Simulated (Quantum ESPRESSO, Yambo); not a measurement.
# CuI (Marshite): G0W0 with Yambo, start to end, part 3 of 3

Wanted: ground state, empty states, screening and self-energy for CuI (Marshite).

Quantum ESPRESSO 7.5 and Yambo 5.3.0; PBE and many-body steps on it, plane waves. Known limits of the many-body steps: not at the basis limit; d shell near the gap, gap tends to lie low; no spin-orbit coupling.

So far. Step 3 (Bands along the symmetry lines): The gap is 1.096 eV, as in the run before at this level. Step 4 (Empty states on the mesh, 4×4×4 mesh, 522 bands): On this mesh the gap is 1.096 eV.

The database entry behind the starting cell differs from later determinations by our own check (about 0.15 % long (mineral sample)), so it need not match the best structure at ambient conditions.

In doubt: a PseudoDojo file used here is known to give poor structures and forces, which bears on pressures, cells, forces and phonons.

### 6. Screening and self-energy, 4×4×4 mesh, 225 bands, screening to 231.3 eV

G0W0 replaces the xc potential by the self-energy, built once from these orbitals. Only a window of levels is corrected, while the sums run over the empty bands that the input names.

This step: G0W0 on PBE, plane waves, norm-conserving pseudopotentials.

Input file gw2.in:

```
HF_and_locXC
gw0
dyson
ppa
em1d
rim_cut
RandQpts= 1000000
RandGvec= 1 RL
EXXRLvcs= 84 Ry
VXCRLvcs= 336 Ry
Chimod= "HARTREE"
% BndsRnXp
 1 | 225 |
%
NGsBlkXp= 17 Ry
% LongDrXp
 1 | 1 | 1 |
%
% GbndRnge
 1 | 225 |
%
DysSolver= "n"
ExtendOut
PPAPntXp= 27.21138 eV
% QPkrange
 1 | 1 | 21 | 24 |
%
```

Command:

```
OMP_NUM_THREADS=1 mpirun -n 4 yambo -F gw2.in -J gw2 -C gw2 > gw2.log
```

Output:

```text
 Yambo, version 5.3.0

 [02] CORE Variables Setup
 =========================

  [... cell, symmetries and grids as in the set-up ...]

  [02.05] Energies & Occupations
  ==============================

  [X] === General ===
  [X] Electronic Temperature                        :  0.000000  0.000000 [eV K]
  [X] Bosonic    Temperature                        :  0.000000  0.000000 [eV K]
  [X] Finite Temperature mode                       : no
  [X] El. density                                   :  0.78968E+24 [cm-3]
  [X] Fermi Level                                   :  9.159113 [eV]

  [X] === Gaps and Widths ===
  [X] Conduction Band Min                           :  1.096441 [eV]
  [X] Valence Band Max                              :  0.000000 [eV]
  [X] Filled Bands                                  :  22
  [X] Empty Bands                                   :    23   522
  [X] Direct Gap                                    :  1.096441 [eV]
  [X] Direct Gap localized at k                     :  1
  [X] Indirect Gap                                  :  1.096441 [eV]
  [X] Indirect Gap between kpts                     :  1  1
  [X] Last valence band width                       :  1.487453 [eV]
  [X] 1st conduction band width                     :  3.372476 [eV]

 [03] Transferred momenta grid and indexing
 ==========================================

 IBZ Q-points                                      :   8
 BZ  Q-points                                      :   64

 K/Q-points units:
 rlu = crystal or reduced units; cc = cartesian coordinates; iku = interal k-units

 Q [1]          [rlu]:  0.000000  0.000000  0.000000
 Q [2]          [rlu]:  0.42768E-17  0.42768E-17  0.25000
 Q [3]          [rlu]: -0.85536E-17 -0.85536E-17 -0.50000
 Q [4]          [rlu]:  0.36222E-17  0.25000      0.25000
 Q [5]          [rlu]:  0.32032E-16  0.25000      0.50000
 Q [6]          [rlu]: -0.85536E-17  0.25000     -0.25000
 Q [7]          [rlu]: -0.72444E-17 -0.50000     -0.50000
 Q [8]          [rlu]:  0.250000 -0.500000 -0.250000

 [04] Coloumb potential Random Integration (RIM)
 ===============================================

  [04.01] RIM initialization
  ==========================

  * Diagonal components only detected *

  8 x (sBL volume)        :  0.082461 [a.u.]
  sBZ random points       :  1000000
  Points outside the sBZ  :   7968281
  RL volume               :  0.659691 [a.u.]
  Integrated volume       :  0.662317 [a.u.]

  [04.02] RIM integrals
  =====================

  Gamma point sphere radius             :  0.078953 [a.u.]
  Points outside the sphere             :   800476
  [Int_sBZ(q=0) 1/q^2]*(Vol_sBZ)^(-1/3) =:  7.776341
                                 should be <:  7.795600

  Summary of Coulomb integrals for non-metallic bands |Q|[au] RIM/Bare

  Q [1] 0.100000E-4 0.997530 * Q [2] 0.237462 1.067779
  Q [4] 0.274197 1.066842 * Q [6] 0.387774 1.030576
  Q [5] 0.454705 1.022482 * Q [3] 0.474924 1.021209
  Q [7] 0.548395 1.017473 * Q [8] 0.613124 1.014291

 [WARNING] [Xp] User bands 1-225 break level degeneracy

 [05] Dipoles
 ============

  [05.01] Setup: observables and procedures
  =========================================

 [06] Dynamic Dielectric Matrix (PPA)
 ====================================

 [WR./gw2//ndb.pp]---------------------------------------------------------------
  Brillouin Zone Q/K grids (IBZ/BZ)                :    8   64    8   64
  RL vectors                                       :   5961 [WF]
  Coulomb cutoff potential                         : none
  Electronic Temperature                           :  0.000000 [K]
  Bosonic    Temperature                           :  0.000000 [K]
  PPA    diel. fun.  energies                      : Perdew, Burke & Ernzerhof(X)+Perdew, Burke & Ernzerhof(C)
  wavefunctions                                    : Perdew, Burke & Ernzerhof(X)+Perdew, Burke & Ernzerhof(C)
  Global Gauge                                     : length
  X matrix size                                    :   531
  X band range                                     :    1  225
  X e/h energy range                               : -1.000000 -1.000000 [eV]
  X Time ordering                                  : R
  X Hxc Kernel                                     : HARTREE
  X Drude frequency                                :  0.000000  0.000000
  X poles                                          :  100.0000 [o/o]
  RL vectors in the sum                            :   5961
  [r,Vnl] included                                 : yes
  Field direction                                  :  0.577350E-5  0.577350E-5  0.577350E-5
  BZ energy Double Grid                            : no
  BZ energy DbGd points                            : 0
  BZ Q point size factor                           : -1.000000
  X Optical Averaged directions                    : none

 [07] Local Exchange-Correlation + Non-Local Fock
 ================================================

 [VXC] Plane waves :   39189
 [EXS] Plane waves :   4957

 QP @ state[ 1 ] K range:  1  1
 QP @ state[ 1 ] b range:  21  24

 [xc] Functional : Perdew, Burke & Ernzerhof(X)+Perdew, Burke & Ernzerhof(C)
 [xc] LIBXC used to calculate xc functional
  PP Number of Atomic Species                      :  2
  NLCC RL compoments                               :   39189
  PP Number of Atomic Species                      :  2
  NLCC RL compoments                               :   39189

 [xc] E_xc :  -39.55871 [Ha]
      E_xc :  -79.11742 [Ry]

  Local XC kind (lXC) : Perdew, Burke & Ernzerhof(X)+Perdew, Burke & Ernzerhof(C)
  Non-Local XC kind (nlXC) : Hartree-Fock

  Corrections @ K [1] :  [eV]
 <21|nlXC|21> = -31.04328 -0.21158E-17 <21|lXC|21> = -25.75252  0.000000
 <22|nlXC|22> = -31.04330  0.95537E-17 <22|lXC|22> = -25.75252  0.000000
 <23|nlXC|23> = -7.232220  0.80520E-18 <23|lXC|23> = -11.40864  0.000000
 <24|nlXC|24> = -6.103828  0.95255E-18 <24|lXC|24> = -10.54627  0.000000

 [08] Dyson equation: Newton solver
 ==================================

  [08.01] G0W0 (W PPA)
  ====================

  [  GW  ] Bands range     :    1  225
  [GW/PPA] G damping       :  0.100000 [eV]

  QP @ state[ 1 ] K range:  1  1
  QP @ state[ 1 ] b range:  21  24

   Sc/G bands                                       :    1  225
   Sc/G damping                                     :  0.100000 ev
   Sc bands terminator                              : no
   Sx RL components                                 :   4957

   QP @ state[ 1 ] K range                          :  1  1
   QP @ state[ 1 ] b range                          :  21  24
   GF energies kind                                 : Perdew, Burke & Ernzerhof(X)+Perdew, Burke & Ernzerhof(C)
   GF WF`s kind                                     : Perdew, Burke & Ernzerhof(X)+Perdew, Burke & Ernzerhof(C)
   Xs energies kind                                 : Perdew, Burke & Ernzerhof(X)+Perdew, Burke & Ernzerhof(C)
   Xs WF`s kind                                     : Perdew, Burke & Ernzerhof(X)+Perdew, Burke & Ernzerhof(C)

 [11] Game Over & Game summary
```

It took 24 min on 4 MPI ranks of Intel Xeon Platinum 8259CL at 2.50GHz (Skylake/Cascade Lake), shared host; peak memory 2 GiB.

This step gave:

```
G0W0 gap on the points computed              : 1.563 eV
starting gap on the mesh                     : 1.096 eV
k of the valence top                         : 0, 0, 0
k of the conduction bottom                   : 0, 0, 0
least direct G0W0 gap on the computed points : 1.563 eV
Z at the valence top                         : 0.7590
Z at the conduction bottom                   : 0.8162
```

The gap on the mesh goes from 1.10 eV to 1.56 eV, a correction of +0.47 eV.

Limits: finite bands, cutoff and mesh; d shell near the gap, gap tends to lie low; no spin-orbit coupling. v1 is the top filled band, c1 the lowest empty one. The levels before and after the correction (eV, zero at the valence-band top of each column):

|  | conduction bottom | valence top |
| --- | --- | --- |
| Kohn-Sham | 1.10 | 0.00 |
| G0W0 | 1.56 | 0.00 |

|  | level | energy (eV) |
| --- | --- | --- |
| Kohn-Sham | Γ v2-v1 | 0.000 |
| Kohn-Sham | Γ c1 | 1.096 |
| Kohn-Sham | Γ c2 | 4.868 |
| G0W0 | Γ v2-v1 | 0.000 |
| G0W0 | Γ c1 | 1.563 |
| G0W0 | Γ c2 | 5.420 |

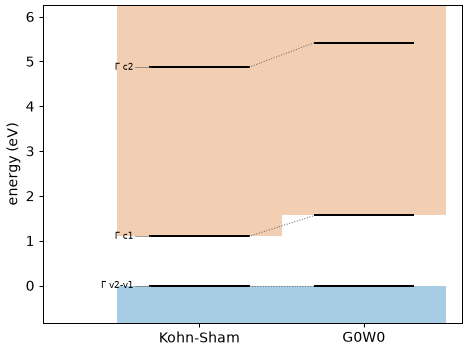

Levels before and after the correction. Shaded: valence and conduction bands.

### 7. Where the time went

Times are wall times on the hardware named with each run, good to a factor of about two.

| step | time | share | memory (GiB) |
| --- | --- | --- | --- |
| ground state | 24 s | 2 % | 0.35 |
| bands along the symmetry lines | 16 s | 1 % | 0.3 |
| empty states on the mesh | 2.1 min | 8 % | 1.2 |
| conversion and set-up | 5.8 s | 0 % | 0.26 |
| screening and self-energy | 24 min | 89 % | 2.0 |

### 8. Results

| Quantity | Value |
| --- | --- |
| PBE gap | 1.10 eV, direct |
| G0W0 gap on the mesh | 1.56 eV |
| GW settings | 4×4×4 mesh, 225 bands, screening to 231.3 eV, Godby-Needs plasmon pole |
| known limits | not at the basis limit; d shell near the gap, gap tends to lie low; no spin-orbit coupling |

In words: G0W0 moves the gap on the mesh from 1.10 eV to 1.56 eV (+0.47 eV), with Z of 0.76 and 0.82 at the edges. Only 1 of the mesh's irreducible points was corrected, so a valley elsewhere could overtake. The dearest step here is «screening and self-energy». Bands and cutoff are finite, so the gap is not at the basis limit. The miss can reach some tenths of an eV and take either sign; the mesh is an error of its own. In the G0W0 run levels were corrected at 1 k point alone, so a gap called «on the mesh» is the least over those, and an edge elsewhere would be missed. A d shell, filled or nearly so, lies near the gap. One-shot GW converges very slowly in bands there, not always from below, and on a semilocal start the gap tends to come out low; starts rich in exact exchange can overshoot instead. The many-body steps are scalar-relativistic: spin-orbit coupling is not in them.

[Paths, hosts, dates, memory and timing lines, banners, echoed tables and standing remarks are left out of the program output.]

[Logs are printed without paths, hosts, clocks, repeated set-up lines and the standing remarks that a program may print on its own settings, such as how far it seeks lower states.]

[Runs of the session that timed out or met a known fault of the program may be left out.]

[Hosts, paths, dates, database ids (printed as entryN), source tags and the programs' standing remarks are cut or masked in the printed files.]
